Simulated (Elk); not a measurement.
# CdCo3B: which magnetic order is lowest

A self-consistent run ends on one state, which hangs on the start. Several orders of CdCo3B are started in Elk and their energies compared.

Calculated with Elk 11.2.3 (patched build); PBE; all-electron APW+lo, Dirac cores, scalar-relativistic bands.

## 1. Set-up

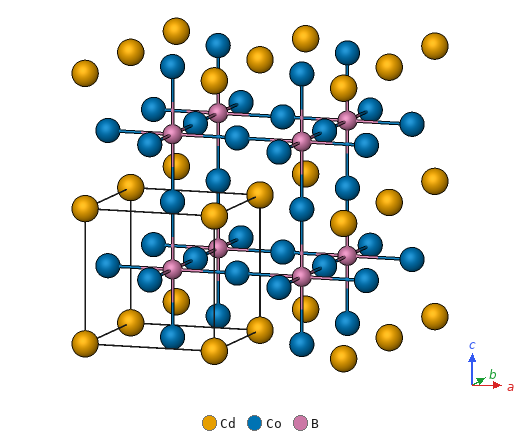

Start, viewed slightly off an axis; cadmium orange, cobalt blue, boron pink. 2×2×2 cells are drawn. Some periodic images of atoms are drawn too.

The cell is a made-up one and need not be a known phase.

## 2. Order 1, typed as ferro +++

Parallel moments need no larger cell; this start tests for a ferromagnetic state only.

The last three numbers of an atom's line are a seed field in its sphere. It points against the wanted moment and shrinks by the factor reducebf each loop.

The input, elk.in:

```
tasks
  0

xctype
  20

rgkmax
  7.0

nempty
  12

swidth
  0.003

reducebf
  0.5

epsengy
  1e-05

maxscl
  100

lmaxi
  3

spinpol
  .true.

sppath
  './'

avec
  7.29161785598 0.00000000000 0.00000000000
  0.00000000000 7.29161785598 0.00000000000
  0.00000000000 0.00000000000 7.29161785598

atoms
  3
  'Cd.in'
  1
  0.0000000000 0.0000000000 0.0000000000   0.000000 0.000000 0.000000
  'Co.in'
  3
  0.0000000000 0.5000000000 0.5000000000   0.000000 0.000000 -0.060000
  0.5000000000 0.5000000000 0.0000000000   0.000000 0.000000 -0.060000
  0.5000000000 0.0000000000 0.5000000000   0.000000 0.000000 -0.060000
  'B.in'
  1
  0.5000000000 0.5000000000 0.5000000000   0.000000 0.000000 0.000000

ngridk
  6 6 6
```

Launch:

```sh
$ OMP_NUM_THREADS=4 elk
```

Numbers of over 12 decimals in the logs are rounded to 6 here.

What it wrote:

```text
Warning(gndstate): core states of species 1 leak from the muffin-tin :   0.2467769502E-03
Warning(gndstate): core states of species 2 leak from the muffin-tin :   0.2737313722E-02
Warning(gndstate): core states of species 3 leak from the muffin-tin :   0.4200182122E-03

--- INFO.OUT ---
┌─────────────────────────┐
│ Elk code version 11.2.3 │
└─────────────────────────┘

All units are atomic (Hartree, Bohr, etc.)

┌─────────────────────────────────────────────────┐
│ Ground-state run starting from atomic densities │
└─────────────────────────────────────────────────┘

Lattice vectors :
   7.291617856       0.000000000       0.000000000
   0.000000000       7.291617856       0.000000000
   0.000000000       0.000000000       7.291617856

Reciprocal lattice vectors :
  0.8616997532       0.000000000       0.000000000
   0.000000000      0.8616997532       0.000000000
   0.000000000       0.000000000      0.8616997532

Unit cell volume      :    387.6784847
Brillouin zone volume :   0.6398348714

Muffin-tin inner radius fraction :   0.1000000000E-01

Nuclei treated as point charges

Species : 1 (Cd)
 parameters loaded from : Cd.in
 name : cadmium
 nuclear charge    :   -48.00000000
 electronic charge :    48.00000000
 atomic mass :    204912.7176
 muffin-tin radius :    2.600000000
 number of radial points in muffin-tin :   1193
 inner part over the whole radius :   0.9972693929E-02
 number on inner part of muffin-tin    :    850
 approximate nuclear radius :   0.8708852602E-04
 number of mesh points to nuclear radius :    426
 atomic positions (lattice), magnetic fields (Cartesian) :
  1 :   0.00000000  0.00000000  0.00000000    0.00000000  0.00000000  0.00000000

Species : 2 (Co)
 parameters loaded from : Co.in
 name : cobalt
 nuclear charge    :   -27.00000000
 electronic charge :    27.00000000
 atomic mass :    107428.6517
 muffin-tin radius :    2.054747959
 number of radial points in muffin-tin :    993
 inner part over the whole radius :   0.9986404020E-02
 number on inner part of muffin-tin    :    698
 approximate nuclear radius :   0.7243775530E-04
 number of mesh points to nuclear radius :    336
 atomic positions (lattice), magnetic fields (Cartesian) :
  1 :   0.00000000  0.50000000  0.50000000    0.00000000  0.00000000 -0.06000000
  2 :   0.50000000  0.50000000  0.00000000    0.00000000  0.00000000 -0.06000000
  3 :   0.50000000  0.00000000  0.50000000    0.00000000  0.00000000 -0.06000000

Species : 3 (B)
 parameters loaded from : B.in
 name : boron
 nuclear charge    :   -5.000000000
 electronic charge :    5.000000000
 atomic mass :    19707.24742
 muffin-tin radius :    1.541060969
 number of radial points in muffin-tin :    593
 inner part over the whole radius :   0.9965356656E-02
 number on inner part of muffin-tin    :    403
 approximate nuclear radius :   0.4534157419E-04
 number of mesh points to nuclear radius :    163
 atomic positions (lattice), magnetic fields (Cartesian) :
  1 :   0.50000000  0.50000000  0.50000000    0.00000000  0.00000000  0.00000000

Total number of atoms per unit cell :    5
Total muffin-tin volume :    197.9672043
 ratio of muffin-tin to unit cell volume :   0.5106479005

Spin treatment :
 spin-polarised
 global magnetic field (Cartesian) :    0.000000000       0.000000000       0.000000000
 collinear magnetisation in z-direction

Number of Bravais lattice symmetries :   48
Number of crystal symmetries         :   48
Crystal has inversion symmetry
Real symmetric eigensolver will be used

k-point grid :      6     6     6
k-point offset :    0.000000000       0.000000000       0.000000000
k-point set is reduced with full crystal symmetry group
Total number of k-points :       20

Muffin-tin radius times maximum |G+k| :    7.000000000
 using average radius
Maximum |G+k| for APW functions       :    3.396309039
Maximum (1/2)|G+k|²                   :    5.767457545
Maximum |G| for potential and density :    12.00000000
Constant for pseudocharge density :    8
 order of it for each species :   15  15  15
 order of it for pair densities of each species (exact exchange by exxq0 0: 15) :   15   9   4
Radial integration step length :    1

G-vector grid sizes :     28    28    28
Number of G-vectors :    11123

Maximum angular momentum used for
 APW functions            :    8
 outer part of muffin-tin :    6
 inner part of muffin-tin :    3

Total nuclear charge    :   -134.0000000
Total core charge       :    68.00000000
Total valence charge    :    66.00000000
Total excess charge     :    0.000000000
Total electronic charge :    134.0000000

Effective Wigner radius, rₛ :   0.8839467375

Number of empty states         :     60
Total number of valence states :    188
Total number of core states    :     68

Third-order local-orbitals added for an l without core states : T
Total number of local-orbitals :     90

Exchange-correlation functional :     20     0     0
 Perdew-Burke-Ernzerhof, Phys. Rev. Lett. 77, 3865 (1996)
 gradient requirement :    1
 generalised gradient approximation (GGA)

Smearing type :    3
 Fermi-Dirac
Smearing width :   0.3000000000E-02
Effective electronic temperature (K) :    947.3250744

Mixing type :    3
 Broyden mixing, J. Phys. A: Math. Gen. 17, L317 (1984)

Kohn-Sham potential initialised from atomic data

┌──────────────────────────────┐
│ Self-consistent loop started │
└──────────────────────────────┘

┌─────────────────┐
│ Loop number : 1 │
└─────────────────┘

Energies :
 Fermi                       :     0.209528
 sum of occupied eigenvalues :     -5784.7779039152
 electron kinetic            :      10125.453830559
 core electron kinetic       :      9540.8789382914
 Coulomb                     :     -19590.150116904
 Coulomb potential           :     -15478.775833984
 nuclear-nuclear             :     -1395.6784289613
 electron-nuclear            :     -20953.929904257
 Hartree                     :      2759.4582163140
 Madelung                    :     -11850.762199912
 xc potential                :     -431.13377544791
 xc effective B-field        :    -0.235833
 external B-field            :      0.000000
 exchange                    :     -330.99954539149
 correlation                 :     -6.587038
 electron entropic           :    -0.27552399066606E-02
 total energy                :     -9802.2856248806
 (external B-field energy excluded from total)

Density of states at Fermi energy :    89.04766976
 (states/Hartree/unit cell)

Estimated indirect band gap :   0.1731198498E-02
 from k-point 13 to k-point 3
Estimated direct band gap   :   0.2556134206E-02
 at k-point 13

Charges :
 core                        :    68.00000000
 valence                     :    66.00000000
[...]
total in muffin-tins        :    5.561314760
 total moment                :    5.414076794

┌─────────────────┐
│ Loop number : 2 │
└─────────────────┘

Energies :
 Fermi                       :     0.210882
 sum of occupied eigenvalues :     -5784.8337847769
 electron kinetic            :      10122.296457505
 core electron kinetic       :      9538.5379430506
 Coulomb                     :     -19590.511195164
 Coulomb potential           :     -15478.440836619
 nuclear-nuclear             :     -1395.6784289613
 electron-nuclear            :     -20954.990953912
 Hartree                     :      2760.1581877091
 Madelung                    :     -11851.290776854
 xc potential                :     -428.39191464625
 xc effective B-field        :    -0.233632
 external B-field            :      0.000000
 exchange                    :     -331.01906227671
 correlation                 :     -6.587666
 electron entropic           :    -0.27788182126851E-02
 total energy                :     -9805.8242450589
 (external B-field energy excluded from total)

Density of states at Fermi energy :    89.84092713
 (states/Hartree/unit cell)

Estimated indirect band gap :   0.1101863472E-02
 from k-point 9 to k-point 13
Estimated direct band gap   :   0.6592423142E-02
 at k-point 8

Charges :
 core                        :    68.00000000
 valence                     :    66.00000000
 interstitial                :    7.442106271
 muffin-tins (core leakage)
  species : 1 (Cd)
   atom 1                    :    46.29608481     (  0.2697555309E-03)
  species : 2 (Co)
   atom 1                    :    25.36149931     (  0.2792086415E-02)
   atom 2                    :    25.36149931     (  0.2792086415E-02)
   atom 3                    :    25.36149931     (  0.2792086415E-02)
  species : 3 (B)
   atom 1                    :    4.177310997     (  0.4141096050E-03)
 total in muffin-tins        :    126.5578937
 total calculated charge     :    133.9904584
 total charge                :    134.0000000
 error                       :   0.9541636395E-02

Moments :
 interstitial                :  -0.1498288670
 muffin-tins
  species : 1 (Cd)
   atom 1                    :  -0.5559642390E-01
  species : 2 (Co)
   atom 1                    :    1.866542905
   atom 2                    :    1.866542905
   atom 3                    :    1.866542905
  species : 3 (B)
   atom 1                    :  -0.1748520438E-01
 total in muffin-tins        :    5.526547088
 total moment                :    5.376718221

RMS change in Kohn-Sham potential (target) :    4.894156962     (  0.1000000000E-05)
Absolute change in total energy (target)   :    3.538620178     (  0.1000000000E-04)

[... loops 3 to 26 left out ...]

┌──────────────────┐
│ Loop number : 27 │
└──────────────────┘

Energies :
 Fermi                       :     0.320684
 sum of occupied eigenvalues :     -5773.5491118833
 electron kinetic            :      10134.364178518
 core electron kinetic       :      9540.6410744913
 Coulomb                     :     -19597.601292616
 Coulomb potential           :     -15468.052661372
 nuclear-nuclear             :     -1395.6784289613
 electron-nuclear            :     -20979.737128488
 Hartree                     :      2777.8142648336
 Madelung                    :     -11863.574961930
 xc potential                :     -439.81927675595
 xc effective B-field        :    -0.41352554211109E-01
 external B-field            :      0.000000
 exchange                    :     -331.40874715833
 correlation                 :     -6.609529
 electron entropic           :    -0.47562476719179E-02
 total energy                :     -9801.2601467008
 (external B-field energy excluded from total)

Density of states at Fermi energy :    163.7513423
 (states/Hartree/unit cell)

Estimated indirect band gap :   0.9661705585E-03
 from k-point 4 to k-point 8
Estimated direct band gap   :   0.1644127620E-02
 at k-point 19

Charges :
 core                        :    68.00000000
 valence                     :    66.00000000
 interstitial                :    7.262143113
 muffin-tins (core leakage)
  species : 1 (Cd)
   atom 1                    :    46.88284922     (  0.2467769459E-03)
  species : 2 (Co)
   atom 1                    :    25.44088685     (  0.2737313578E-02)
   atom 2                    :    25.44088685     (  0.2737313578E-02)
   atom 3                    :    25.44088685     (  0.2737313578E-02)
  species : 3 (B)
   atom 1                    :    3.532347116     (  0.4200181901E-03)
 total in muffin-tins        :    126.7378569
 total calculated charge     :    133.9906136
 total charge                :    134.0000000
 error                       :   0.9386355047E-02

Moments :
 interstitial                :  -0.1218338788
 muffin-tins
  species : 1 (Cd)
   atom 1                    :  -0.4344382175E-01
  species : 2 (Co)
   atom 1                    :   0.7746472138
   atom 2                    :   0.7746472138
   atom 3                    :   0.7746472138
  species : 3 (B)
   atom 1                    :  -0.5657560895E-01
 total in muffin-tins        :    2.223922211
 total moment                :    2.102088332

RMS change in Kohn-Sham potential (target) :   0.2137127566E-06 (  0.1000000000E-05)
Absolute change in total energy (target)   :   0.5967011020E-05 (  0.1000000000E-04)

Convergence targets achieved

┌──────────────────┐
│ Loop number : 28 │
└──────────────────┘

Energies :
 Fermi                       :     0.320684
 sum of occupied eigenvalues :     -5773.5491056922
 electron kinetic            :      10134.364179141
 core electron kinetic       :      9540.6410780040
 Coulomb                     :     -19597.601286732
 Coulomb potential           :     -15468.052660010
 nuclear-nuclear             :     -1395.6784289613
 electron-nuclear            :     -20979.737118097
 Hartree                     :      2777.8142603263
 Madelung                    :     -11863.574956728
 xc potential                :     -439.81927232044
 xc effective B-field        :    -0.41352490170795E-01
 external B-field            :      0.000000
 exchange                    :     -331.40874681431
 correlation                 :     -6.609529
 electron entropic           :    -0.47561994931982E-02
 total energy                :     -9801.2601397961
 (external B-field energy excluded from total)

Density of states at Fermi energy :    163.7493335
 (states/Hartree/unit cell)

Estimated indirect band gap :   0.9656601253E-03
 from k-point 4 to k-point 8
Estimated direct band gap   :   0.1643823443E-02
 at k-point 19

Charges :
 core                        :    68.00000000
 valence                     :    66.00000000
 interstitial                :    7.262142996
 muffin-tins (core leakage)
  species : 1 (Cd)
   atom 1                    :    46.88284919     (  0.2467769502E-03)
  species : 2 (Co)
   atom 1                    :    25.44088686     (  0.2737313722E-02)
   atom 2                    :    25.44088686     (  0.2737313722E-02)
   atom 3                    :    25.44088686     (  0.2737313722E-02)
  species : 3 (B)
   atom 1                    :    3.532347242     (  0.4200182122E-03)
 total in muffin-tins        :    126.7378570
 total calculated charge     :    133.9906136
 total charge                :    134.0000000
 error                       :   0.9386356453E-02

Moments :
 interstitial                :  -0.1218346160
 muffin-tins
  species : 1 (Cd)
   atom 1                    :  -0.4344414737E-01
  species : 2 (Co)
   atom 1                    :   0.7746463303
   atom 2                    :   0.7746463303
   atom 3                    :   0.7746463303
  species : 3 (B)
   atom 1                    :  -0.5657571258E-01
 total in muffin-tins        :    2.223919131
 total moment                :    2.102084515

┌──────────────────────────────┐
│ Self-consistent loop stopped │
└──────────────────────────────┘

Warning : core states of species 1 leak from the muffin-tin :   0.2467769502E-03

Warning : core states of species 2 leak from the muffin-tin :   0.2737313722E-02

Warning : core states of species 3 leak from the muffin-tin :   0.4200182122E-03

Wrote STATE.OUT
```

It took 3.5 min on 4 threads of Arm Neoverse V1, shared host; peak memory 0.49 GiB; 14 min of CPU time.

Spin moment in the muffin-tin sphere by atom:

| atom | spin moment in the muffin-tin sphere (μB) |
| --- | --- |
| Cd1 | -0.043 |
| Co2 | 0.775 |
| Co3 | 0.775 |
| Co4 | 0.775 |
| B5 | -0.057 |

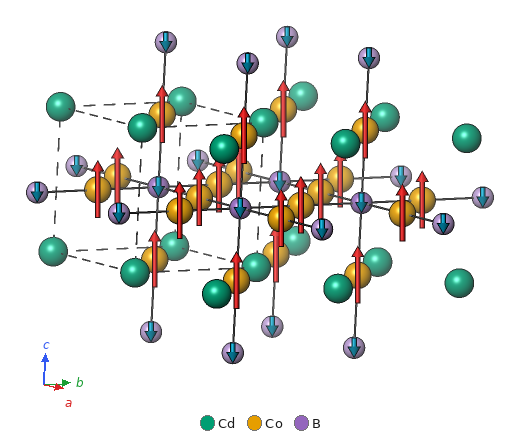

Spin moment in the muffin-tin sphere as arrows, the longest 0.775 μB. Up and down stand for the sign. Arrows give size and sign along the axis of quantisation, drawn up and down the page. Each arrow also spans its atom, so small moments look longer than they are. The two directions have two colours. 2×2×1 cells are drawn. Some periodic images of atoms are drawn too.

Read from the output:

```yaml
density_of_states_at_the_fermi_level: 6.018 states/eV/cell
moment_between_the_spheres: -0.1218 μB
magnetization: 2.102 μB
final_state: ferromagnetic
```

After 28 cycles the largest moment stands at 0.775 μB.

[end of part 1 of 2]

[Logs and program files are shortened in this print: banners, set-up blocks, solver, clock and traceback lines can be left out without a mark of their own.]

[Logs are printed without paths, hosts, clocks, repeated set-up lines and the standing remarks that a program may print on its own settings, such as how far it seeks lower states.]

[Hosts, paths, dates, database ids (printed as entryN), source tags and the programs' standing remarks are cut or masked in the printed files.]

[Where a cell is said to come from a database of computed structures, the database is the Materials Project.]
